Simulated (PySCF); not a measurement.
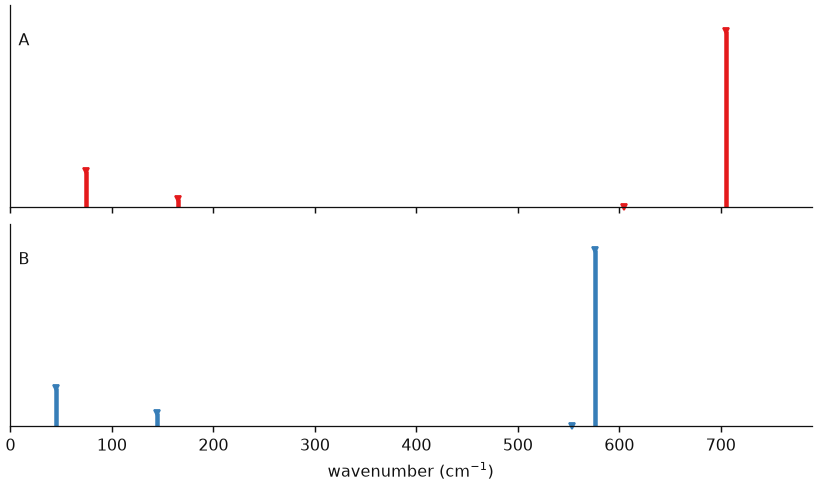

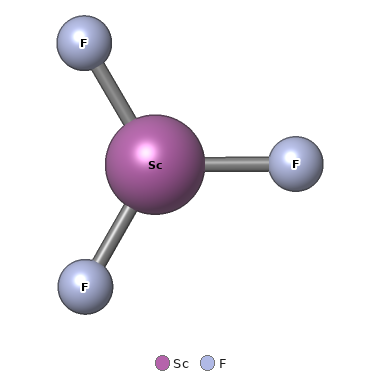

Harmonic infrared lines of ScF₃ and YF₃, all D3h singlets, each the lowest point that its search found (ScF₃ is drawn); the central atom changes down one group of the periodic table. PBE/def2-TZVP (core potentials past Kr), PySCF 2.14.0, unscaled, no spin-orbit coupling; each panel is scaled to its strongest line, degenerate modes are one line with their intensities summed, and dots on the axis are modes too weak to show or inactive.

Question: Which panel belongs to which molecule?

Answer: A: ScF₃ (strongest line 705.2 cm⁻¹); B: YF₃ (strongest line 576.5 cm⁻¹).

Question: How do the bond length and the stretches change along the series?

Answer: Mean bond length: ScF₃ 1.851, YF₃ 2.010 Å, rising down the group. Highest e' mode: ScF₃ 705, YF₃ 577 cm⁻¹, falling down the group.
